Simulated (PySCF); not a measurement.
**Single-point calculation of TaH4**

The run: single-point calculation of TaH4 (Ta(H)4), multiplicity 2. Method and program: UKS PBE, Ta def2-SVP with ECP60, H def2-SVP; non-relativistic Hamiltonian with a scalar-relativistic core potential; density fitting (PySCF 2.14.0).

Some settings of this run were made unusual or wrong on purpose.

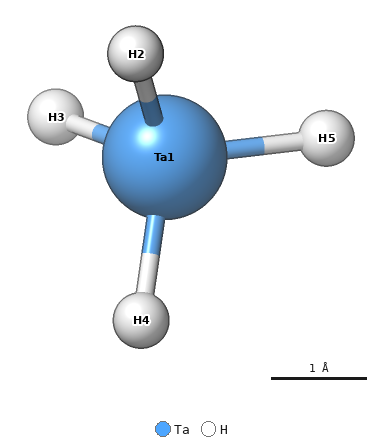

The input geometry (ball-and-stick view, seen at a tilt; atoms are numbered from 1 in the order of the input). Sticks mark near contacts.

## The input
```python
mol = gto.M(atom='''
Ta    -0.00000    -0.00000    -0.00000
H      1.48601    -0.00000     0.97582
H      0.00000     1.48601    -0.97582
H     -1.48601     0.00000     0.97582
H     -0.00000    -1.48601    -0.97582''',
    basis={'Ta': 'def2-SVP', 'H': 'def2-SVP'},
    ecp={'Ta': 'def2-SVP'},
    charge=0, spin=1)
mf = dft.UKS(mol, xc='PBE')
mf.grids.atom_grid = (15, 26)  # f atoms: at least (60, 302), unpruned
mf = mf.density_fit()  # Ta def2-universal-JKFIT, H def2-universal-JKFIT
mf.conv_tol = 1e-08; mf.max_cycle = 55
mf.kernel(dm0)
```

The script is an equivalent of the set-up of the self-consistent field. The run itself was carried out by a driver, which started from the orbitals of the step before it where there was one and computed the further properties.

Hardware: 2 threads of Arm Neoverse V1, 24 GiB of memory available, shared host.

Command:
```bash
OMP_NUM_THREADS=2 python <driver script>
```

## The program's output
```
init E= -58.9094892254819
  HOMO = -0.190124440544  LUMO = -0.164913405301  gap/eV = 0.68603
cycle= 1 E= -59.2506261011379  delta_E= -0.341  |g|= 0.315  |ddm|= 1.73
  HOMO = -0.0601394156519  LUMO = -0.0359148281772  gap/eV = 0.65918
cycle= 2 E= -59.0778585632046  delta_E= 0.173  |g|= 0.558  |ddm|= 1.25
  HOMO = -0.177682690817  LUMO = -0.147289621525  gap/eV = 0.82704
cycle= 3 E= -59.33017840308  delta_E= -0.252  |g|= 0.0187  |ddm|= 0.843
  HOMO = -0.174733442059  LUMO = -0.137865453808  gap/eV = 1.00323
cycle= 4 E= -59.3304734899719  delta_E= -0.000295  |g|= 0.00306  |ddm|= 0.0402
  HOMO = -0.176524246741  LUMO = -0.139743864495  gap/eV = 1.00085
cycle= 5 E= -59.3304852925689  delta_E= -1.18e-05  |g|= 0.000592  |ddm|= 0.00859
  HOMO = -0.176270079943  LUMO = -0.13951235547  gap/eV = 1.00023
cycle= 6 E= -59.3304858272868  delta_E= -5.35e-07  |g|= 0.000112  |ddm|= 0.00173
  HOMO = -0.176294769441  LUMO = -0.139541161145  gap/eV = 1.00012
cycle= 7 E= -59.3304858655772  delta_E= -3.83e-08  |g|= 2.9e-05  |ddm|= 0.00057
  HOMO = -0.176288599926  LUMO = -0.13954860268  gap/eV = 0.99975
cycle= 8 E= -59.3304858673572  delta_E= -1.78e-09  |g|= 3.65e-06  |ddm|= 0.000124
  HOMO = -0.176288113691  LUMO = -0.139547474857  gap/eV = 0.99976
```

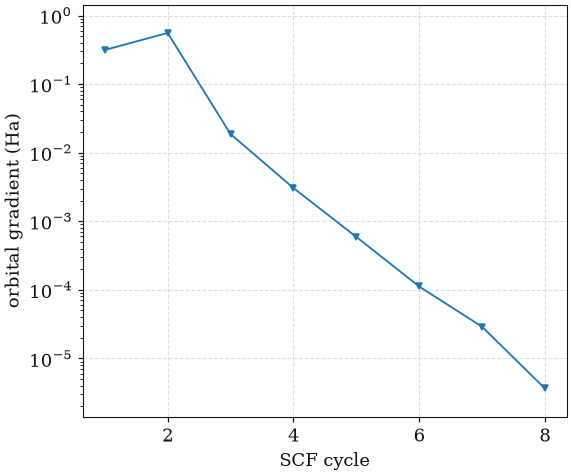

Convergence of the self-consistent field: orbital gradient against the SCF cycle. The residual falls almost steadily, with no more than small rises.

```
Extra cycle  E= -59.3304858673683  delta_E= -1.1e-11  |g|= 4.55e-06  |ddm|= 1.49e-05
converged SCF energy = -59.3304858673683  <S^2> = 0.75258766  2S+1 = 2.002586
```

## What the run reported

| quantity | value |
| --- | --- |
| outcome | converged |
| total energy | −59.330486 hartree |
| ⟨S²⟩ | 0.753 |
| largest force (length of the vector) | 0.564 eV/Å |
| dipole moment | 0.00 D |
| wall time | 0.6 s (CPU time 1.1 s) |
| peak memory | 1.3 GiB |

## What went wrong

Some settings of this run were drawn to be unusual or wrong. It converged; results that depend on the unusual settings are not reference values.
